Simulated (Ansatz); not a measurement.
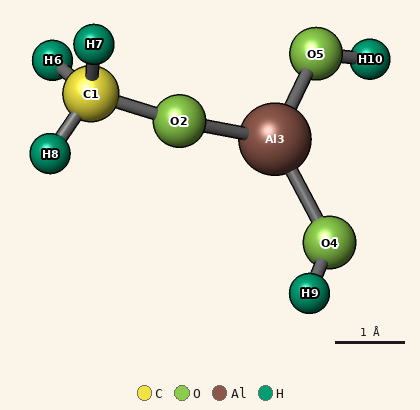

**Figure 1.** The input geometry of run 1 (ball-and-stick view, seen at a tilt; atoms are numbered from 1 in the order of the input). Sticks mark near contacts. Bond lengths as drawn: Al–O 1.69 to 1.70 Å, C–H 1.11 Å, C–O 1.40 Å and H–O 0.96 Å.

# Two runs on CH$_{5}$AlO$_{3}$

System: CH$_{5}$AlO$_{3}$.
Method of run 1: RKS B3LYP-D4/def2-SVP (Ansatz 0.2.0).

Text and figures count atoms from 1; the logs count them from 0 in places.

### Input, run 1
```yaml
crystal:
  periodic: [false, false, false]
  atoms:
    - { symbol: C, position_ang: [-0.903445, 0.657543, 1.717985] }
    - { symbol: O, position_ang: [-0.394858, -0.152327, 0.698797] }
    - { symbol: Al, position_ang: [0.367594, -0.639802, -0.728195] }
    - { symbol: O, position_ang: [-0.356516, -1.8069, -1.726213] }
    - { symbol: O, position_ang: [1.86045, 0.042306, -1.159551] }
    - { symbol: H, position_ang: [-0.720005, 1.734893, 1.544528] }
    - { symbol: H, position_ang: [-0.447248, 0.392763, 2.690043] }
    - { symbol: H, position_ang: [-1.995666, 0.516264, 1.81936] }
    - { symbol: H, position_ang: [-1.199281, -2.227068, -1.533514] }
    - { symbol: H, position_ang: [2.349106, -0.187247, -1.954535] }
basis:
  gaussian: { orbitals: def2-SVP }
hamiltonian:
  xc: { name: B3LYP }
  dispersion: d4
output:
  forces: true
```

Command:
```bash
ansatz run input.yaml --threads 1 --pin off --max-ram 2560MiB --backend cpu --events-out ev --progress --plain --runs-dir out
```

Hardware: 1 thread of Intel Xeon @ 2.50GHz (Skylake/Cascade Lake), 189 GiB of memory available, shared host.

### Output (run 1)
```
Engine: ansatz 0.2.0, x86_64-unknown-linux-gnu
Functional definition: B3LYP
  parameter a0 = 0.2
  parameter ax = 0.72
  parameter ac = 0.81
  exchange = (1 - a0 - ax)*slater_x + ax*b88_x + a0*exact_x
  correlation = (1 - ac)*vwn_rpa_c + ac*lyp_c
951 factors; integrals over basis functions are off by at most 1.2e-3 eV
mean field evaluation 1: about -13838.7648 eV, gradient 9.0e1 eV
mean field evaluation 2: about -13813.8613 eV, gradient 1.4e2 eV
mean field evaluation 4: about -13853.1823 eV, gradient 4.8e0 eV
mean field evaluation 8: about -13853.4078 eV, gradient 3.7e-1 eV
mean field evaluation 16: about -13853.4081 eV, gradient 2.9e-5 eV
mean field -13853.40805640 eV, -509.1033558953 hartree, gradient 2.9e-5 eV, S^2 0.000000; 0 other end points of the search recorded, 0 dependent functions left out
the calculation of the forces begins
reference -13853.40830066 eV, -509.1033648718 hartree; 24, 24 occupied and 75, 75 virtual orbitals, 951 factors
Total energy: -13853.66148775 eV, -509.1126693258 hartree
Atom 0 at    -0.903445     0.657543     1.717985 Å, force     0.213824    -0.338778    -0.301970 eV/Å
Atom 1 at    -0.394858    -0.152327     0.698797 Å, force    -0.011439     0.077592    -0.148454 eV/Å
Atom 2 at     0.367594    -0.639802    -0.728195 Å, force    -0.289231     0.332149     0.587816 eV/Å
Atom 3 at    -0.356516    -1.806900    -1.726213 Å, force     0.043768    -0.060021    -0.067192 eV/Å
Atom 4 at     1.860450     0.042306    -1.159551 Å, force    -0.006727    -0.024373    -0.014838 eV/Å
Atom 5 at    -0.720005     1.734893     1.544528 Å, force     0.049326    -0.029745    -0.056463 eV/Å
Atom 6 at    -0.447248     0.392763     2.690043 Å, force     0.007819     0.032188    -0.001866 eV/Å
Atom 7 at    -1.995666     0.516264     1.819360 Å, force    -0.013154     0.017352    -0.001933 eV/Å
Atom 8 at    -1.199281    -2.227068    -1.533514 Å, force     0.014864     0.009175     0.008544 eV/Å
Atom 9 at     2.349106    -0.187247    -1.954535 Å, force    -0.009049    -0.015538    -0.003645 eV/Å
Dipole moment:    -0.216188    -0.050411     0.011144 e Å
```

The input of run 2 differs as follows (lines with − go, lines with + come):
```diff
-    - { symbol: C, position_ang: [-0.903445, 0.657543, 1.717985] }
+    - { symbol: C, position_ang: [-0.267002, 1.238984, 0.664109] }
-    - { symbol: O, position_ang: [-0.356516, -1.8069, -1.726213] }
-    - { symbol: O, position_ang: [1.86045, 0.042306, -1.159551] }
-    - { symbol: H, position_ang: [-0.720005, 1.734893, 1.544528] }
-    - { symbol: H, position_ang: [-0.447248, 0.392763, 2.690043] }
-    - { symbol: H, position_ang: [-1.995666, 0.516264, 1.81936] }
-    - { symbol: H, position_ang: [-1.199281, -2.227068, -1.533514] }
-    - { symbol: H, position_ang: [2.349106, -0.187247, -1.954535] }
+    - { symbol: O, position_ang: [1.861291, 0.03526, -1.170525] }
+    - { symbol: O, position_ang: [-0.366215, -1.807207, -1.717461] }
+    - { symbol: H, position_ang: [0.267572, 1.600445, -0.234778] }
+    - { symbol: H, position_ang: [0.28606, 1.601444, 1.550599] }
+    - { symbol: H, position_ang: [-1.261804, 1.722041, 0.678526] }
+    - { symbol: H, position_ang: [2.323412, 0.698793, -0.650818] }
+    - { symbol: H, position_ang: [0.009736, -2.130442, -2.540661] }
```

Predict how the results change.

With the same method and basis, run 2 lies 8.8 kcal/mol higher. The largest force goes from 0.735 to 1.394 eV/Å.

### Output (run 2)
```
Engine: ansatz 0.2.0, x86_64-unknown-linux-gnu
Functional definition: B3LYP
  parameter a0 = 0.2
  parameter ax = 0.72
  parameter ac = 0.81
  exchange = (1 - a0 - ax)*slater_x + ax*b88_x + a0*exact_x
  correlation = (1 - ac)*vwn_rpa_c + ac*lyp_c
951 factors; integrals over basis functions are off by at most 1.2e-3 eV
mean field evaluation 1: about -13838.6654 eV, gradient 8.9e1 eV
mean field evaluation 2: about -13813.4382 eV, gradient 1.4e2 eV
mean field evaluation 4: about -13852.7446 eV, gradient 6.0e0 eV
mean field evaluation 8: about -13853.0042 eV, gradient 4.2e-1 eV
mean field evaluation 16: about -13853.0045 eV, gradient 3.6e-5 eV
mean field -13853.00449414 eV, -509.0885252558 hartree, gradient 3.6e-5 eV, S^2 0.000000; 0 other end points of the search recorded, 0 dependent functions left out
the calculation of the forces begins
reference -13853.00473319 eV, -509.0885340409 hartree; 24, 24 occupied and 75, 75 virtual orbitals, 951 factors
Total energy: -13853.27810548 eV, -509.0985802874 hartree
Atom 0 at    -0.267002     1.238984     0.664109 Å, force    -0.535290     0.738691     0.885483 eV/Å
Atom 1 at    -0.394858    -0.152327     0.698797 Å, force    -0.168469    -0.198872     0.102815 eV/Å
Atom 2 at     0.367594    -0.639802    -0.728195 Å, force     0.309435    -1.159960    -0.707593 eV/Å
Atom 3 at     1.861291     0.035260    -1.170525 Å, force     0.183182     0.004594    -0.170143 eV/Å
Atom 4 at    -0.366215    -1.807207    -1.717461 Å, force     0.042051     0.099317     0.026155 eV/Å
Atom 5 at     0.267572     1.600445    -0.234778 Å, force     0.036639     0.310799    -0.027306 eV/Å
Atom 6 at     0.286060     1.601444     1.550599 Å, force     0.064067     0.166205    -0.038632 eV/Å
Atom 7 at    -1.261804     1.722041     0.678526 Å, force     0.020069     0.098405    -0.028866 eV/Å
Atom 8 at     2.323412     0.698793    -0.650818 Å, force     0.039921    -0.057182    -0.035617 eV/Å
Atom 9 at     0.009736    -2.130442    -2.540661 Å, force     0.008396    -0.001997    -0.006295 eV/Å
Dipole moment:     0.288961     0.348062    -0.119024 e Å
```

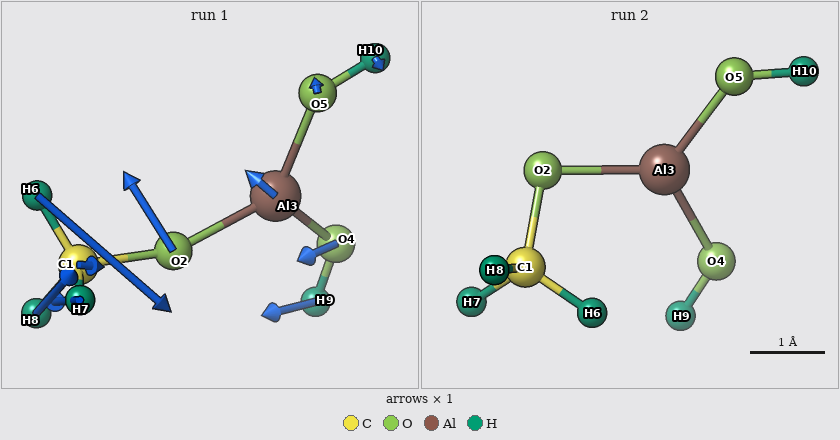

**Figure 2.** The two input geometries at one scale (ball-and-stick view, seen at a tilt). The blue arrows on the first give the shifts of the atoms after the best rigid fit, at true length. H6 moves most after the best rigid fit: 2.47 Å. Largest moves by element: H 2.47 Å, O 1.31 Å, Al 0.57 Å, C 0.46 Å.

### The two runs side by side

| quantity | run 1 | run 2 |
| --- | --- | --- |
| outcome | converged | converged |
| total energy (hartree) | −509.112669 | −509.098580 |
| largest force (eV/Å) | 0.735 | 1.394 |
| basis functions | 99 | 99 |
| wall time (shared host) | 7.8 s | 8.2 s |
